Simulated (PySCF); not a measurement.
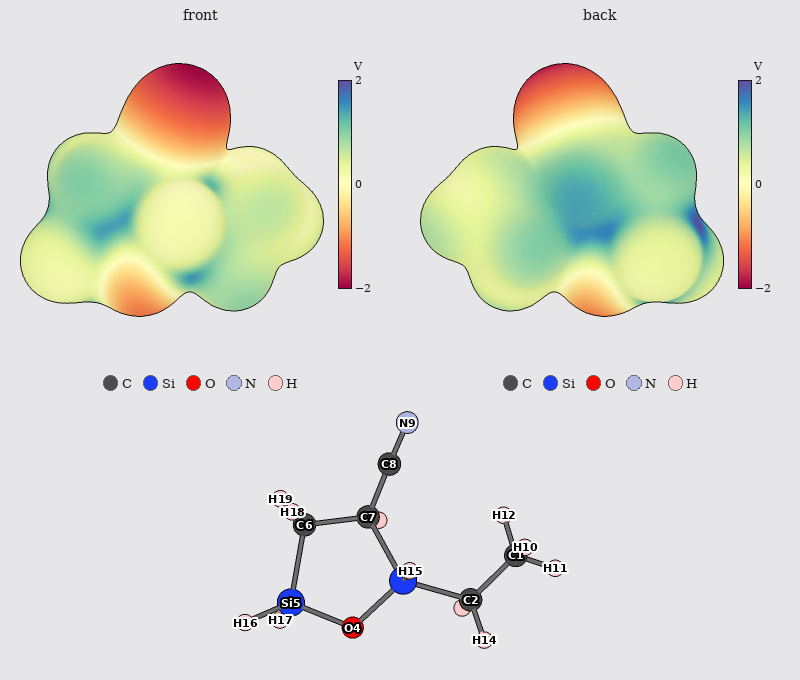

*C$_{5}$H$_{11}$NOSi$_{2}$. The molecular electrostatic potential painted on the density surface at 0.002 e/bohr³, seen from the front and from behind; the colour scale runs from red (negative) to blue (positive). The bare structure is drawn below in the same view.*

Geometry: PBE0-D3(BJ)/def2-SVP.

Theory: PySCF, PBE0/pcSseg-1, SCF density, gas phase, non-relativistic.

```
atom    x (Å)    y (Å)    z (Å)
   C   2.8078   0.6012   0.0739
   C   1.9721  -0.6507  -0.1924
  Si   0.2724  -0.5783   0.5707
   O  -0.6696  -1.9086   0.1748
  Si  -2.2302  -1.5946  -0.3629
   C  -2.2999   0.2836  -0.0932
   C  -0.8412   0.7905  -0.2096
   C  -0.6178   2.1072   0.3496
   N  -0.4147   3.1425   0.8308
   H   2.9493   0.7739   1.1522
   H   3.8079   0.5196  -0.3784
   H   2.3359   1.5081  -0.3358
   H   1.8455  -0.8228  -1.2756
   H   2.4787  -1.5509   0.1968
   H   0.3336  -0.3996   2.0511
   H  -3.2356  -2.3393   0.4453
   H  -2.3606  -1.9795  -1.7993
   H  -2.6756   0.4700   0.9272
   H  -2.9745   0.8155  -0.7824
   H  -0.5466   0.8263  -1.2752
```

Q: Where is the surface potential most negative and most positive?

A: The most negative region (about −1.9 V) lies over N9, the most positive (about +1.8 V) over Si5. N9 is the likeliest acceptor of a hydrogen bond.
